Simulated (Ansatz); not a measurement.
## Na2LiBrCl2: complex band structure

Aim: relax a made-up compound, Na2LiBrCl2, and see how good a tunnel barrier it would be. It is built by putting Li for part of the Na in the Na3BrCl2 structure of space group P-3m1, with the volume rescaled by atomic radii. The parent structure comes from the Materials Project.

Program: Ansatz 0.2.0. Level of theory: PBE DFT, plane waves, PAW files, in the first sound run; inputs show where later runs differ. Results are calculated unless marked as measured.

The structure was built from a prototype and need not be the compound's stable phase.

**1. The structure**

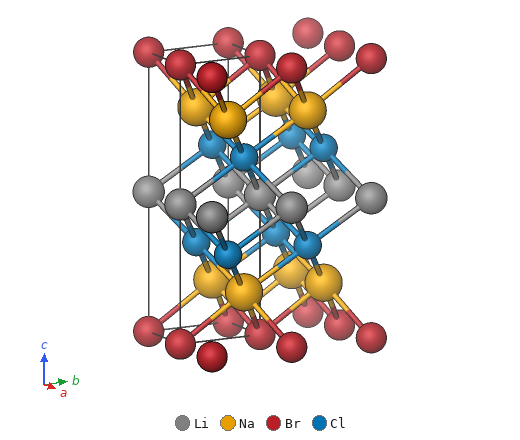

Start, viewed slightly off an axis; lithium grey, sodium orange, bromine red, chlorine blue. 2×2×1 cells are drawn. Bonds to atoms that aren't drawn are left out. Some periodic images of atoms are drawn too.

**2. Relaxing the new crystal**

The substituted atoms don't fit the parent's cell, so cell and atoms relax together. A small smearing keeps the run stable in case the gap closes on the way.

input.yaml reads:

```yaml
crystal:
  lattice:
    - [3.9129779097, 0.0, 0.0]
    - [-1.9564889549, 3.3887382743, 0.0]
    - [0.0, 0.0, 9.5889552809]
  atoms:
    - { symbol: Li, position: [0.0, 0.0, 0.5] }
    - { symbol: Na, position: [0.3333333333, 0.6666666667, 0.17809299] }
    - { symbol: Na, position: [0.6666666667, 0.3333333333, 0.82190701] }
    - { symbol: Br, position: [0.0, 0.0, 0.0] }
    - { symbol: Cl, position: [0.3333333333, 0.6666666667, 0.66105673] }
    - { symbol: Cl, position: [0.6666666667, 0.3333333333, 0.33894327] }
kpoints:
  mp_grid: { grid: [6, 6, 2] }
scf:
  occupations: { method: gaussian, width: 0.03 }
hamiltonian:
  xc: pbe
output:
  forces: true
  stress: true
relax:
  f_tol: 0.02
  max_steps: 60
  cell: {}
```

Started as:

```
ansatz run input.yaml --threads 2 --pin off --max-ram 4096MiB --backend cpu --events-out ev --progress --plain --runs-dir out
```

Numbers of over 12 decimals in the logs are rounded to 6 here.

The program printed:

```text
Engine: ansatz 0.2.0, aarch64-unknown-linux-gnu
Pseudopotentials: kind: paw
Pseudopotential: Li, paw, valence charge 3, recommended cutoff 420 eV (normal), Li.paw.azcp
Pseudopotential: Na, paw, valence charge 9, recommended cutoff 420 eV (normal), Na.paw.azcp
Pseudopotential: Br, paw, valence charge 7, recommended cutoff 420 eV (normal), Br.paw.azcp
Pseudopotential: Cl, paw, valence charge 7, recommended cutoff 420 eV (normal), Cl.paw.azcp
Functional definition: PBE
  parameter kappa = 0.804
  parameter beta = 0.066725
  exchange = pbe_x(kappa = kappa, mu = beta*pi^2/3)
  correlation = pbe_c(beta = beta)
Crystal: 6 atoms, lattice volume = 127.150 Å³
Basis set: ecut = 420 eV, 2517 PW (Γ), exchange–correlation on 54×54×144 points (8 copies of the dense FFT grid, shifted against one another)
Bands: 27, of which v1, the nominal top of the filled ones, is band 21 counted from 1 (20 counted from 0)
Symmetry: 12 space group operations
Space group: P-3m1 (ITA 164), of the structure as read, at distance tolerance 5.0e-5 Å
k-points: 14 of 72
Non-local potential: Li, projectors of the file, l = 0: 3, l = 1: 2, l = 2: 1
Non-local potential: Na, projectors of the file, l = 0: 3, l = 1: 2, l = 2: 1
Non-local potential: Br, projectors of the file, l = 0: 2, l = 1: 2, l = 2: 2
Non-local potential: Cl, projectors of the file, l = 0: 2, l = 1: 2, l = 2: 2
PAW form: soft (Blöchl's): semilocal exchange-correlation on the pseudo side does not see the compensation charge
PAW one-centre angular grid: Li, 110 points (default); XC on 64 Gauss nodes
PAW one-centre angular grid: Na, 110 points (default); XC on 64 Gauss nodes
PAW one-centre angular grid: Br, 110 points (default); XC on 64 Gauss nodes
PAW one-centre angular grid: Cl, 110 points (default); XC on 64 Gauss nodes
Initial density: superposition of atomic densities (neutral atoms: chi_scale 0, normalization atom), corrected by the library's trained network
Initial wavefunctions: pseudopotential atomic-orbital guess
Functional: x = pbe(κ = 0.804, μ = 0.219515), c = pbe(β = 0.066725)
SCF iter   1: F=—  HF=-8129.840578 eV  |F-HF|=—  |Δ(HF+E_count)|=         —  Δρ=3.94e-4  dr2=2.71e-4  ethr=1.77e-3  ⟨swp⟩=8.5  Hψ=1809  notcnv=0
preconditioner: auto → Resta (q_TF=auto, 2.268 Å⁻¹)  ε∞=2.7  [insulator: Δε(μ)=4.603 eV  Ē_g=12.216 eV  σ=0.030 eV  W_gap=1.00  n_scr=24 (ndim 8)  ℏωp=16.1 eV  f_vac=0.002  D(μ)=0.00/eV (n_scr^D=0)  ε∞_Penn≈2.7]
SCF iter   2: F=—  HF=-8129.839816 eV  |F-HF|=—  |Δ(HF+E_count)|=   7.62e-4  Δρ=2.75e-4  dr2=1.57e-4  ethr=6.46e-7  ⟨swp⟩=2.9  Hψ=951  notcnv=0  defer=7
SCF iter   3: F=—  HF=-8129.839762 eV  |F-HF|=—  |Δ(HF+E_count)|=   5.45e-5  Δρ=1.25e-4  dr2=3.46e-5  ethr=3.73e-7  ⟨swp⟩=2.1  Hψ=483  notcnv=0  defer=7
SCF iter   4: F=—  HF=-8129.839760 eV  |F-HF|=—  |Δ(HF+E_count)|=   1.55e-6  Δρ=3.24e-5  dr2=1.64e-6  ethr=8.24e-8  ⟨swp⟩=2.0  Hψ=503  notcnv=0  defer=7
SCF iter   5: F=—  HF=-8129.839761 eV  |F-HF|=—  |Δ(HF+E_count)|=   3.62e-7  Δρ=9.93e-6  dr2=1.75e-7  ethr=3.91e-9  ⟨swp⟩=2.1  Hψ=507  notcnv=0  defer=7
SCF iter   6: F=-8129.839761 eV  HF=-8129.839761 eV  |F-HF|=1.71e-8  |Δ(HF+E_count)|=   1.29e-8  Δρ=3.72e-6  dr2=2.80e-8  ethr=2.38e-10  ⟨swp⟩=4.3  Hψ=1167  notcnv=0
SCF 1 converged in 6 iterations: F = -8129.839761 eV  dr2 = 2.80e-8
  greatest PAW one-centre occupation: 1.000 electrons in one spin orbital (limit 2), on the Li atom at site 0 (counted from 0), in its partial waves of l = 0
relax step   1: F+E_penalty+E_count = -8129.83976073 eV  Δ(F+E_penalty+E_count) = +0.000e0 eV  max|allowed force component| = 5.616e-1 eV/Å  Δτ_max = 0.0000 Å  P = +2.037 GPa  Ω = 127.150 Å³  (6 SCF iters, dr2 threshold 1.00e-7 eV, accepted)
Crystal: 6 atoms, lattice volume = 131.075 Å³
Basis set: ecut = 420 eV, 2577 PW (Γ), exchange–correlation on 54×54×144 points (8 copies of the dense FFT grid, shifted against one another)
Initial density: handed on by an earlier stage of this run
Initial wavefunctions: those handed on with the density
iter 1 solved again at ethr=2.94e-4 eV; its pass at ethr=3.10e-3 eV (dr2=1.24e-1 eV) is discarded
SCF iter   1: F=—  HF=-8130.019304 eV  |F-HF|=—  |Δ(HF+E_count)|=         —  Δρ=1.23e-2  dr2=1.24e-1  ethr=2.94e-4  ⟨swp⟩=1.1  Hψ=2064  notcnv=0
preconditioner: auto → Resta (q_TF=auto, 2.257 Å⁻¹)  ε∞=2.7  [insulator: Δε(μ)=4.152 eV  Ē_g=12.084 eV  σ=0.030 eV  W_gap=1.00  n_scr=36 (ndim 8)  ℏωp=15.9 eV  f_vac=0.007  D(μ)=0.00/eV (n_scr^D=0)  ε∞_Penn≈2.7]
SCF iter   2: F=—  HF=-8129.981127 eV  |F-HF|=—  |Δ(HF+E_count)|=   3.82e-2  Δρ=6.18e-3  dr2=3.23e-2  ethr=2.94e-4  ⟨swp⟩=2.7  Hψ=615  notcnv=0
SCF iter   3: F=—  HF=-8129.968593 eV  |F-HF|=—  |Δ(HF+E_count)|=   1.25e-2  Δρ=5.17e-4  dr2=5.75e-4  ethr=7.70e-5  ⟨swp⟩=2.6  Hψ=728  notcnv=0
SCF iter   4: F=—  HF=-8129.968459 eV  |F-HF|=—  |Δ(HF+E_count)|=   1.34e-4  Δρ=1.65e-4  dr2=5.91e-5  ethr=1.37e-6  ⟨swp⟩=2.7  Hψ=700  notcnv=0  defer=1
SCF iter   5: F=—  HF=-8129.968447 eV  |F-HF|=—  |Δ(HF+E_count)|=   1.25e-5  Δρ=2.78e-5  dr2=1.12e-6  ethr=1.41e-7  ⟨swp⟩=2.1  Hψ=483  notcnv=0  defer=1
SCF iter   6: F=-8129.968447 eV  HF=-8129.968448 eV  |F-HF|=6.10e-8  |Δ(HF+E_count)|=   8.03e-7  Δρ=1.14e-5  dr2=9.24e-8  ethr=1.43e-9  ⟨swp⟩=4.9  Hψ=1348  notcnv=0
SCF 2 converged in 6 iterations: F = -8129.968447 eV  dr2 = 9.24e-8
relax step   2: F+E_penalty+E_count = -8129.96844746 eV  Δ(F+E_penalty+E_count) = -1.287e-1 eV  max|allowed force component| = 9.053e-2 eV/Å  Δτ_max = 0.1967 Å  P = +0.689 GPa  Ω = 131.075 Å³  energy of the carried Pulay correction = -1.274e-4 eV  (6 SCF iters, dr2 threshold 6.00e-7 eV, accepted)
Crystal: 6 atoms, lattice volume = 132.950 Å³
Basis set: ecut = 420 eV, 2601 PW (Γ), exchange–correlation on 54×54×144 points (8 copies of the dense FFT grid, shifted against one another)
iter 1 solved again at ethr=1.47e-5 eV; its pass at ethr=3.10e-3 eV (dr2=6.16e-3 eV) is discarded
SCF iter   1: F=—  HF=-8129.982058 eV  |F-HF|=—  |Δ(HF+E_count)|=         —  Δρ=2.59e-3  dr2=6.25e-3  ethr=1.47e-5  ⟨swp⟩=1.5  Hψ=2024  notcnv=0
preconditioner: auto → Resta (q_TF=auto, 2.252 Å⁻¹)  ε∞=2.7  [insulator: Δε(μ)=4.334 eV  Ē_g=12.055 eV  σ=0.030 eV  W_gap=1.00  n_scr=36 (ndim 8)  ℏωp=15.8 eV  f_vac=0.005  D(μ)=0.00/eV (n_scr^D=0)  ε∞_Penn≈2.7]
SCF iter   2: F=—  HF=-8129.980071 eV  |F-HF|=—  |Δ(HF+E_count)|=   1.99e-3  Δρ=1.30e-3  dr2=1.41e-3  ethr=1.47e-5  ⟨swp⟩=2.5  Hψ=588  notcnv=0
SCF iter   3: F=—  HF=-8129.979537 eV  |F-HF|=—  |Δ(HF+E_count)|=   5.33e-4  Δρ=1.56e-4  dr2=3.59e-5  ethr=3.36e-6  ⟨swp⟩=2.0  Hψ=462  notcnv=0
SCF iter   4: F=—  HF=-8129.979589 eV  |F-HF|=—  |Δ(HF+E_count)|=   5.22e-5  Δρ=4.23e-5  dr2=2.28e-6  ethr=8.55e-8  ⟨swp⟩=2.0  Hψ=592  notcnv=0
SCF iter   5: F=-8129.979590 eV  HF=-8129.979591 eV  |F-HF|=3.73e-8  |Δ(HF+E_count)|=   1.12e-6  Δρ=1.05e-5  dr2=1.10e-7  ethr=1.43e-9  ⟨swp⟩=5.0  Hψ=1281  notcnv=0
SCF 3 converged in 5 iterations: F = -8129.979590 eV  dr2 = 1.10e-7
relax step   3: F+E_penalty+E_count = -8129.97959047 eV  Δ(F+E_penalty+E_count) = -1.114e-2 eV  max|allowed force component| = 5.951e-3 eV/Å  Δτ_max = 0.0282 Å  P = +0.328 GPa  Ω = 132.950 Å³  energy of the carried Pulay correction = -1.869e-4 eV  (5 SCF iters, dr2 threshold 6.00e-7 eV, accepted)
[...]
relax step   4: F+E_penalty+E_count = -8129.98138899 eV  Δ(F+E_penalty+E_count) = -1.799e-3 eV  max|allowed force component| = 6.925e-3 eV/Å  Δτ_max = 0.0026 Å  P = -0.038 GPa  Ω = 134.914 Å³  energy of the carried Pulay correction = -2.483e-4 eV  (5 SCF iters, dr2 threshold 3.94e-7 eV, accepted)
[...]
relax step   5: F+E_penalty+E_count = -8129.98145599 eV  Δ(F+E_penalty+E_count) = -6.700e-5 eV  max|allowed force component| = 7.652e-4 eV/Å  Δτ_max = 0.0025 Å  P = +0.004 GPa  Ω = 134.697 Å³  energy of the carried Pulay correction = -2.415e-4 eV  (5 SCF iters, dr2 threshold 1.17e-8 eV, accepted)
Initial wavefunctions: pseudopotential atomic-orbital guess (no wavefunctions were taken with the density)
iter 1 solved again at ethr=4.44e-6 eV; its pass at ethr=3.10e-3 eV (dr2=1.86e-3 eV) is discarded
SCF iter   1: F=—  HF=-8129.976355 eV  |F-HF|=—  |Δ(HF+E_count)|=         —  Δρ=3.64e-4  dr2=4.35e-6  ethr=4.44e-6  ⟨swp⟩=2.9  Hψ=2536  notcnv=0
eigensolver tolerance schedule: the retry pair's looser diagonalisation over-reported the residual by 427.37 of it (diagonalisation noise at 1.58 of the residual, at the tolerance the schedule requests for it); recorded, not acted on — ethr = c·dr2/N_el stays at c = 1.0e-1
preconditioner: auto → Resta (q_TF=auto, 2.247 Å⁻¹)  ε∞=2.7  [insulator: Δε(μ)=4.276 eV  Ē_g=11.993 eV  σ=0.030 eV  W_gap=1.00  n_scr=36 (ndim 8)  ℏωp=15.7 eV  f_vac=0.005  D(μ)=0.00/eV (n_scr^D=0)  ε∞_Penn≈2.7]
SCF iter   2: F=—  HF=-8129.980356 eV  |F-HF|=—  |Δ(HF+E_count)|=   4.00e-3  Δρ=1.83e-4  dr2=1.05e-6  ethr=1.04e-8  ⟨swp⟩=3.1  Hψ=754  notcnv=0
SCF iter   3: F=—  HF=-8129.981641 eV  |F-HF|=—  |Δ(HF+E_count)|=   1.29e-3  Δρ=2.56e-5  dr2=4.63e-8  ethr=2.50e-9  ⟨swp⟩=2.0  Hψ=672  notcnv=0
SCF iter   4: F=—  HF=-8129.981666 eV  |F-HF|=—  |Δ(HF+E_count)|=   2.48e-5  Δρ=2.40e-6  dr2=5.88e-9  ethr=1.10e-10  ⟨swp⟩=2.0  Hψ=672  notcnv=0
SCF iter   5: F=—  HF=-8129.981666 eV  |F-HF|=—  |Δ(HF+E_count)|=   8.46e-8  Δρ=5.66e-7  dr2=5.30e-10  ethr=1.40e-11  ⟨swp⟩=2.9  Hψ=618  notcnv=0
SCF iter   6: F=—  HF=-8129.981666 eV  |F-HF|=—  |Δ(HF+E_count)|=  8.42e-10  Δρ=2.70e-7  dr2=1.39e-10  ethr=1.00e-12  ⟨swp⟩=5.0  Hψ=1411  notcnv=0
SCF iter   7: F=-8129.981666 eV  HF=-8129.981666 eV  |F-HF|=5.46e-12  |Δ(HF+E_count)|=  3.27e-11  Δρ=7.91e-8  dr2=1.10e-11  ethr=1.00e-12  ⟨swp⟩=4.0  Hψ=1162  notcnv=0
SCF 6 converged in 7 iterations: F = -8129.981666 eV  dr2 = 1.10e-11
relax step   6: F+E_penalty+E_count = -8129.98166621 eV  Δ(F+E_penalty+E_count) = -2.102e-4 eV  max|allowed force component| = 7.541e-4 eV/Å  Δτ_max = 0.0000 Å  P = +0.003 GPa  Ω = 134.697 Å³  stress off target by 6.09e-3 GPa  SCF on the basis re-selected at this cell (its energy is not comparable with the rows above)  (7 SCF iters)
basis re-selected at this cell: Δ(F+E_penalty+E_count) = -2.102e-4 eV, ΔP = -0.001 GPa vs the last step (what re-selecting the basis moved, of the pressure what is left beyond the Pulay correction that the steps carried, after the strain that the cell walked since its last selection, with what the two solves' SCF thresholds leave and, on support functions, any second-order correction that the steps lacked; it is no m [...]
SCF converged after 7 iterations
Free energy (F): -8129.981666 eV
Harris-Foulkes:  -8129.981666 eV  (|F-HF|=5.46e-12)
Internal energy: -8129.981666 eV  (E = F + TS)
E sigma→0 (E₀):  -8129.981666 eV
Fermi energy:    3.954400 eV
--- Per-component energies (eV) ---
  E_band       = -579.198741
  E_kinetic    = 720.947311
  E_local      = -3488.259679  (includes V_loc(G=0)·N_el)
  E_nonlocal   = 324.192576
  E_hartree    = 1213.197471
  E_xc         = -569.817895
  E_vxc        = -464.645407  (∫ρ·V_xc dr)
  E_paw        = -4112.615146  (= ΣΔE_a)
  E_vpaw       = -97.828659  (= ΣTr[D̂ρ^β])
  E_aug_tail   = 0.000140  (compensation charges beyond the density's cutoff)
  E_ewald      = -2217.626444
  E_smearing   = -0.000000  (= −TS)
  E_closure    = 0.000000  (closes the sum)
  Σ components = -8129.981666   (vs F -8129.981666, Δ=0.00e0)
--- Forces (eV/Å), atoms counted from 1 ---
  atom   1  Li     0.00000000    -0.00000000     0.00000000
  atom   2  Na     0.00000000     0.00000000     0.00033872
  atom   3  Na    -0.00000000    -0.00000000    -0.00033872
  atom   4  Br     0.00000000     0.00000000     0.00000000
  atom   5  Cl    -0.00000000    -0.00000000    -0.00075407
  atom   6  Cl     0.00000000     0.00000000     0.00075407
  max |Σ_I F_I| component: 8.67e-19 eV/Å
--- Stress (GPa, compression-positive) ---
        0.006095      -0.000000      -0.000000
       -0.000000       0.006095       0.000000
       -0.000000       0.000000      -0.002467
  P = ⅓ Tr σ = 0.0032 GPa (0.032 kbar)
--- Relaxed structure (5 steps of the walk, 5 accepted, 1 SCFs on fresh bases) ---
  F+E_penalty+E_count = -8129.98166621 eV   max|allowed force component| = 7.541e-4 eV/Å   (the final SCF, on the basis selected at the relaxed cell)
  cell:  # Å, volume = 134.6971 Å³
    - [3.974265, 2.93196494866721e-11, 3.0842062528560106e-18]
    - [-1.987133, 3.441815, -2.2577956780911117e-18]
    - [7.558007358596448e-18, -2.0251619680049082e-18, 9.847226]
  atoms:
    - { symbol: Li, position: [0, 0, 0.5] }
    - { symbol: Na, position: [0.333333, 0.666667, 0.186676] }
    - { symbol: Na, position: [0.666667, 0.333333, 0.813324] }
    - { symbol: Br, position: [0, 0, 5.427254873423466e-19] }
    - { symbol: Cl, position: [0.333333, 0.666667, 0.643896] }
    - { symbol: Cl, position: [0.666667, 0.333333, 0.356104] }
```

Wall time 9.2 s (2 threads of Arm Neoverse V1, shared host); peak memory 0.41 GiB.

Relaxation path:

```tsv
step	energy less that of the first step (eV)	largest force component (eV/Å)	pressure (GPa)	volume (Å³)
1	0.0000	0.5616	2.04	127.15
2	-0.1287	0.0905	0.69	131.07
3	-0.1398	0.0060	0.33	132.95
4	-0.1416	0.0069	-0.04	134.91
5	-0.1417	0.0008	0.00	134.70
6*	-0.1419	0.0008	0.00	134.70
```

Relaxation steps marked * repeat the geometry before them on a plane-wave basis chosen anew for their cell, so energy and pressure can jump there.

The run keeps the 12 symmetry operations that it works with, so distortions that break them were not tested.

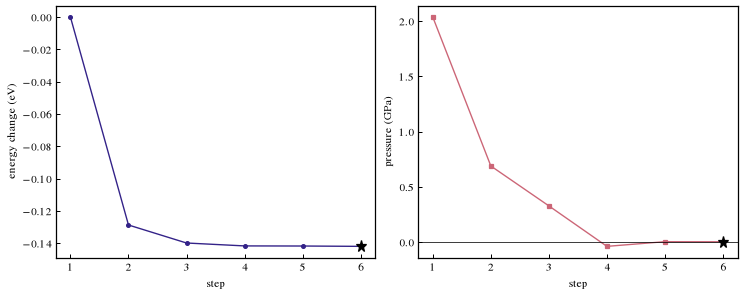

Energy and pressure along the relaxation. Stars mark steps on a basis chosen anew.

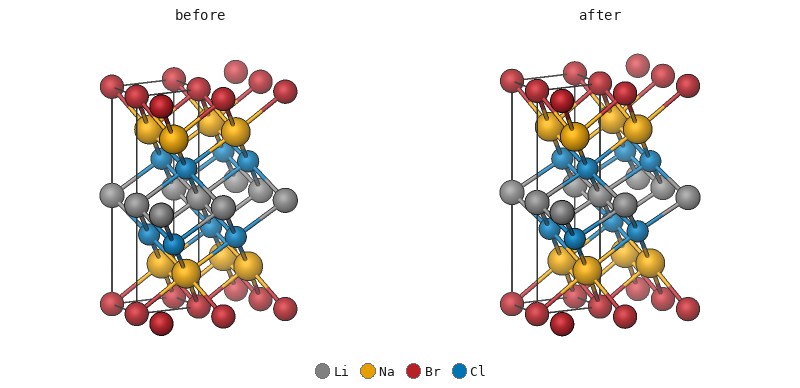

The structure before and after the relaxation, drawn at the same scale. Bonds to atoms that aren't drawn are left out.

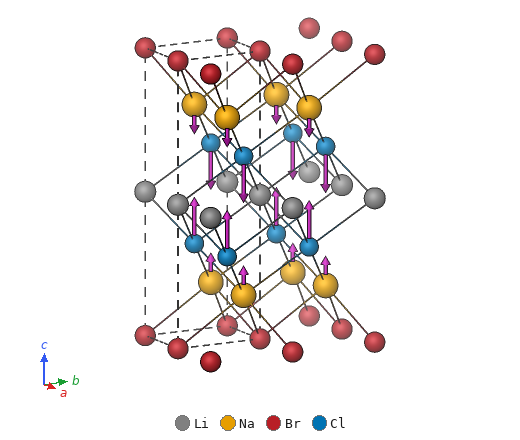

Displacements in the relaxation, exaggerated, measured against the changing cell; the longest in the cell stands for 0.17 Å. Bonds to atoms that aren't drawn are left out. 2×2×1 cells are drawn. Some periodic images of atoms are drawn too.

```tsv
conventional cell, symmetrised	before	after	change
a (Å)	3.913	3.974	+1.6 %
b (Å)	3.913	3.974	+1.6 %
c (Å)	9.589	9.847	+2.7 %
volume (Å³/atom)	21.19	22.45	+5.9 %
```

The atoms that moved most (Å, as changes of fractional coordinates times the final cell):

```tsv
atom	dx	dy	dz	length
Cl5	0.000	0.000	-0.169	0.169
Cl6	0.000	0.000	0.169	0.169
Na3	0.000	0.000	-0.085	0.085
Na2	0.000	0.000	0.085	0.085
```

The relaxed structure:

```xyz
6
Lattice="3.9743 0.0000 0.0000 -1.9871 3.4418 0.0000 0.0000 0.0000 9.8472" Properties=species:S:1:pos:R:3 pbc="T T T"
Li    0.0000    0.0000    4.9236
Na    0.0000    2.2945    1.8382
Na    1.9871    1.1473    8.0090
Br    0.0000    0.0000    0.0000
Cl    0.0000    2.2945    6.3406
Cl    1.9871    1.1473    3.5066
```

Numbers from this step:

- free energy: -8129.9817 eV
- Fermi energy: 3.954 eV
- pressure: 0.003241 GPa

The largest force component on a free atom ends at 7.5e-4 eV/Å.

**3. The bulk crystal and its band edges**

The energy window and the wavevectors of the next steps follow from the band edges, so these are searched first, off the mesh as well.

input.yaml reads:

```yaml
crystal:
  lattice:
    - [3.9742653992, 0.0, 0.0]
    - [-1.9871326996, 3.4418147971, 0.0]
    - [0.0, 0.0, 9.8472259792]
  atoms:
    - { symbol: Li, position: [0.0, 0.0, 0.5] }
    - { symbol: Na, position: [0.3333333333, 0.6666666667, 0.1866764035] }
    - { symbol: Na, position: [0.6666666667, 0.3333333333, 0.8133235965] }
    - { symbol: Br, position: [0.0, 0.0, 0.0] }
    - { symbol: Cl, position: [0.3333333333, 0.6666666667, 0.6438957716] }
    - { symbol: Cl, position: [0.6666666667, 0.3333333333, 0.3561042284] }
kpoints:
  mp_grid: { grid: [8, 8, 4] }
  band_path: { path: [VBM, CBM], npoints: 30 }
scf:
  occupations: { method: fixed }
hamiltonian:
  xc: pbe
output:
  eigenvalues: true
  write_potential: true
  write_density: true
  volumetric_format: npy
```

The program printed:

```text
[...]
Crystal: 6 atoms, lattice volume = 134.697 Å³
Basis set: ecut = 420 eV, 2661 PW (Γ)
Bands: 27, of which v1, the nominal top of the filled ones, is band 21 counted from 1 (20 counted from 0)
Symmetry: 12 space group operations
[...]
k-points: 35 of 256
[...]
SCF iter   1: F=—  HF=-8129.981659 eV  |F-HF|=—  |Δ(HF+E_count)|=         —  Δρ=2.85e-4  dr2=1.27e-4  ethr=1.77e-3  ⟨swp⟩=5.9  Hψ=3402  notcnv=0  defer=138
[...]
SCF iter   6: F=-8129.981858 eV  HF=-8129.981858 eV  |F-HF|=2.46e-11  |Δ(HF+E_count)|=   1.42e-8  Δρ=7.23e-7  dr2=1.16e-9  ethr=3.82e-11  ⟨swp⟩=8.5  Hψ=4288  notcnv=0
SCF 1 converged in 6 iterations: F = -8129.981858 eV  dr2 = 1.16e-9
[...]
NSCF: frozen V_eff on 34 k-points
[...]
SCF converged after 6 iterations
Free energy (F): -8129.981858 eV
[...]
Internal energy: -8129.981858 eV  (E = F + TS)
E sigma→0 (E₀):  -8129.981858 eV
Fermi energy:    1.817364 eV
[...]
--- Band table (eV; the first three rows and the last of 35) ---
  k-point 0: bands = [... 17 lower, 0.8384, 1.1872, 1.8174, 1.8174, 6.0910, 7.5466, 8.1284, 10.6160, ... 2 higher]
  k-point 1: bands = [... 17 lower, 0.8408, 0.9918, 1.8166, 1.8166, 6.3276, 7.4263, 7.9926, 10.4144, ... 2 higher]
  k-point 2: bands = [... 17 lower, 0.8432, 0.8432, 1.8158, 1.8158, 6.7458, 7.0913, 7.8848, 10.3526, ... 2 higher]
  k-point 34: bands = [... 17 lower, 0.4503, 0.5976, 0.6488, 0.8754, 8.9640, 9.2326, 9.7020, 10.0883, ... 2 higher]
```

Wall time 8.5 s (2 threads); peak memory 0.41 GiB.

Reading the cycles: dr2 is the Hartree energy of the density residual (eV), the measure of convergence; HF is the Harris–Foulkes estimate of the energy, which meets the free energy F at convergence.

This step gave:

```yaml
free_energy: -8129.9819 eV
fermi_energy: 1.817 eV
gap_on_the_k_mesh: 4.274 eV
gap_on_path: 4.274 eV, by band count; negative where bands overlap
direct_gap_on_path: 4.274 eV
edge_places_on_path: 0, 0 1/A along the path
```

Levels at VBM (eV): -2.48, -2.15, -1.15, -1.15, -0.98, -0.98, -0.63, 0.00, 0.00, 4.27, 5.73, 6.31.

The searched edges give 4.27 eV, as on the mesh.

(Continued in part 2 of 3.)

[Logs are printed without paths, hosts, clocks, repeated set-up lines and the standing remarks that a program may print on its own settings, such as how far it seeks lower states.]

[Hosts, paths, dates, database ids (printed as entryN), source tags and the programs' standing remarks are cut or masked in the printed files.]
